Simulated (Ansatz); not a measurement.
F$_{2}$Si···HF

```xyz
5

Si   -1.0318    0.3551    0.6374
F     0.3948   -1.3176   -0.6723
H     0.8211   -0.6573   -1.1631
F     0.1498    0.3728    1.7230
F    -0.3341    1.2470   -0.5251
```

The product side of a reaction path; geometry: PBE0-D4/def2-TZVP.

Computed with Ansatz 0.2.0, RKS PBE0-D4/def2-TZVPP.

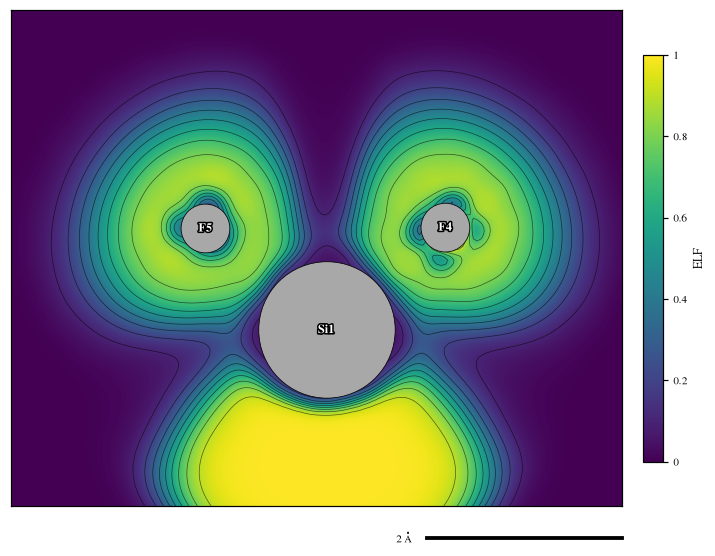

Figure 1. Electron localisation function on the plane of atoms F4, Si1 and F5. Grey discs cover the atomic cores.

Q: Describe what can be read from this map.

A: The section cuts through Si and F sites.
Si–F (1.60 Å): the ELF peaks at about 0.85 in the valence shell of F, 0.6 Å from its nucleus, and is about 0.50 at the midpoint.
The ELF also peaks beside Si1, F5 and F4, away from the bonds: lone-pair regions.

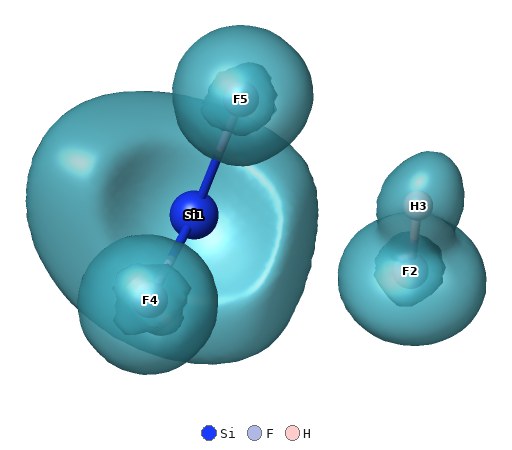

Figure 2. Isosurface of the ELF at 0.75 (cyan), seen across its widest extent. Only the valence region is drawn (cores and ρ < 0.01 e/Å³ removed).

Q: Where are the electrons localised?

A: At this value the surface marks out one lobe on Si, pointing away from the bonds (lone pairs), two regions wrapped around F (its lone pairs, merged into a ring or cap) and one joined region spread over several atoms (F, H), in which their bonds and any lone pairs are merged. Along the contacts the grid gives the following. Si1···F2 (2.56 Å): the ELF is about 0.10 at the midpoint.

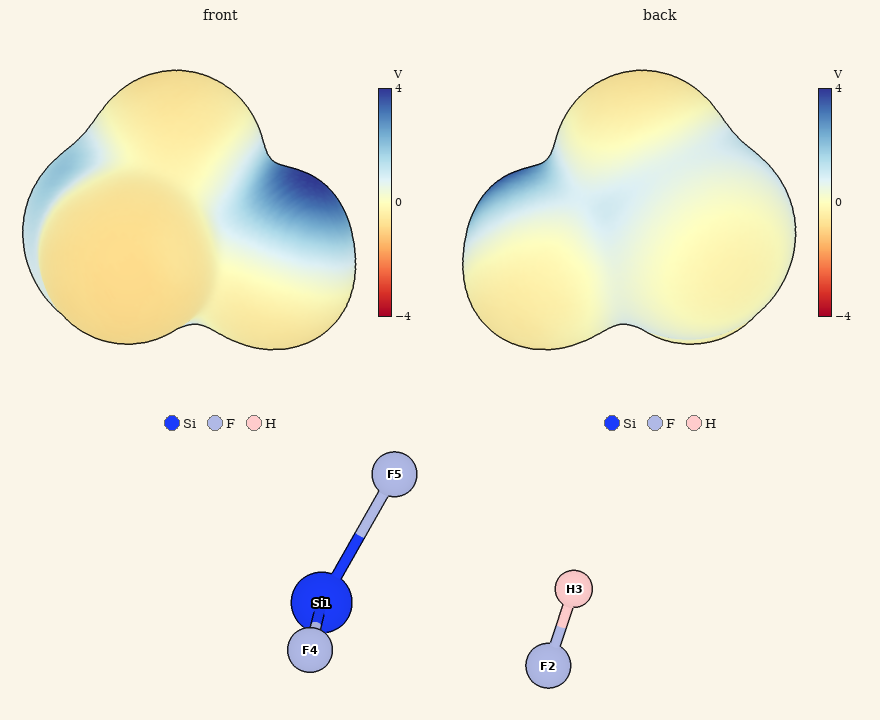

Figure 3. The molecular electrostatic potential painted on the density surface at 0.002 e/bohr³, seen from the front and from behind; the colour scale runs from red (negative) to blue (positive). The bare structure is drawn below in the same view.

Q: Which sites attract a positive test charge, and which a negative one?

A: A positive charge is drawn to the negative regions and a negative charge to the positive ones. The most negative region (about −0.9 V) lies over F4, the most positive (about +3.8 V) over H3.
